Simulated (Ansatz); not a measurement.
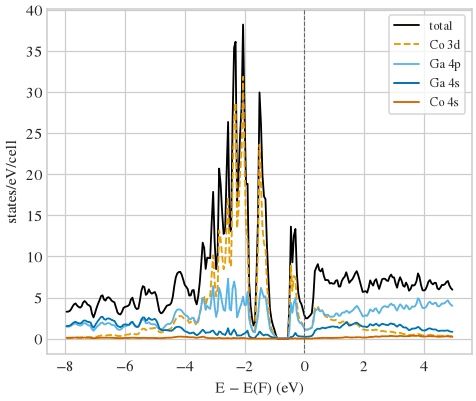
Figure: Total and projected density of states of Ga$_{3}$Co in space group P4_2/mnm (No. 136; Ga on 4c, Ga on 8j, Co on 4g), plane-wave PAW r²SCAN (Ansatz code)

**Question.** Which orbitals carry the states next to the Fermi level?

**Answer.** Within 0.5 eV of the Fermi level: Co 3d 53 %, Ga 4p 38 %, Ga 4s 7 %. Projections are on Löwdin-orthogonalised atomic valence shells; empty p or d shells of many metals are not among them.

**Question.** Where is the tallest occupied peak in this window, and what makes it?

**Answer.** Near -2.0 eV, about 38 states/eV per cell; the largest projected share is Co 3d.

The workflow started from a Materials Project entry (that database holds measured and hypothetical structures alike); the Crystallography Open Database files this formula in space group No. 136, but the cells were not matched. Whether it is the stable phase at ambient conditions was not checked. The cell was relaxed with r²SCAN under the symmetry of its start; its stability against distortions is not shown here. No spin polarisation was allowed. Spin–orbit coupling is left out wherever it is not named.

Potentials: the later of the program's two PAW sets.
